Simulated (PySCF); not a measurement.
## Electronic structure of C5H11FO2Si (SMILES C=CC[Si](F)(OC)OC) in real space

```xyz
20

C    -2.8830    0.0870    1.0651
C    -2.1448   -0.6832    0.2866
C    -0.8109   -1.2378    0.6575
Si    0.5660   -0.4196   -0.3544
F     0.2636   -0.6960   -1.9283
O     1.9389   -1.1302    0.0758
C     3.2533   -0.8635   -0.3488
O     0.7322    1.1804   -0.1979
C    -0.1740    2.2157   -0.4921
H    -3.8348    0.4778    0.7473
H    -2.5664    0.3534    2.0609
H    -2.4856   -0.9332   -0.7093
H    -0.6326   -1.0905    1.7220
H    -0.8049   -2.3112    0.4690
H     3.5045    0.1831   -0.1765
H     3.3583   -1.0855   -1.4117
H     3.9189   -1.5041    0.2289
H    -1.1152    2.0641    0.0376
H    -0.3724    2.2529   -1.5642
H     0.2840    3.1510   -0.1707
```

Geometry: GFN2-xTB.

Computed with PySCF, PBE0/pcSseg-1, SCF density, gas phase, non-relativistic.

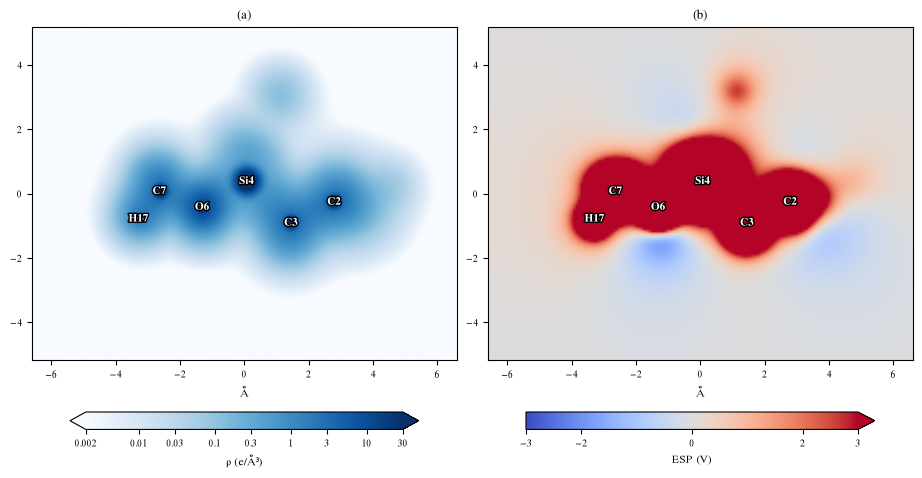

Figure 1. (a) electron density; (b) electrostatic potential on the plane of atoms Si4, O6 and C7.

Read the bonding off the picture.

Atoms in the plane: C, Si, O and H. C–O (1.41 Å): ρ at the midpoint is about 2 e/Å³, with its minimum of 1.7 e/Å³ about 0.5 Å from C. Si–O (1.60 Å): ρ at the midpoint is about 1.2 e/Å³. C–Si (1.89 Å): ρ at the midpoint is about 0.96 e/Å³. C–H (1.09 Å): ρ at the midpoint is about 2 e/Å³. C–C (1.49 Å): ρ at the midpoint is about 1.7 e/Å³. Outside the dense part of the molecule the potential is most negative (−1.7 V) near O6.

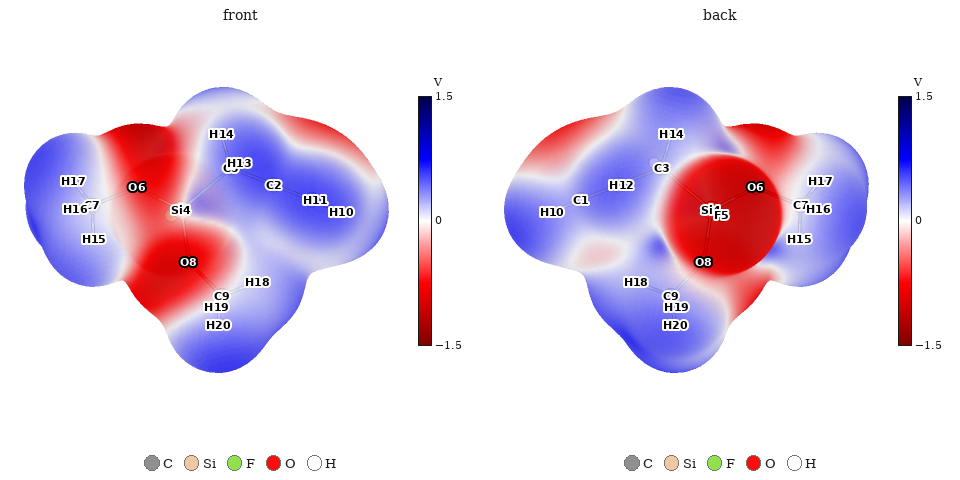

Figure 2. The molecular electrostatic potential painted on the density surface at 0.001 e/bohr³, seen from the front and from behind; red is negative and blue positive.

Which sites attract a positive test charge, and which a negative one?

A positive charge is drawn to the negative regions and a negative charge to the positive ones. The most negative region (about −1.1 V) lies over F5 and O6, the most positive (about +0.6 V) over the C and H atoms.

How polar is the molecule by this calculation?

Its dipole moment is 1.23 D.
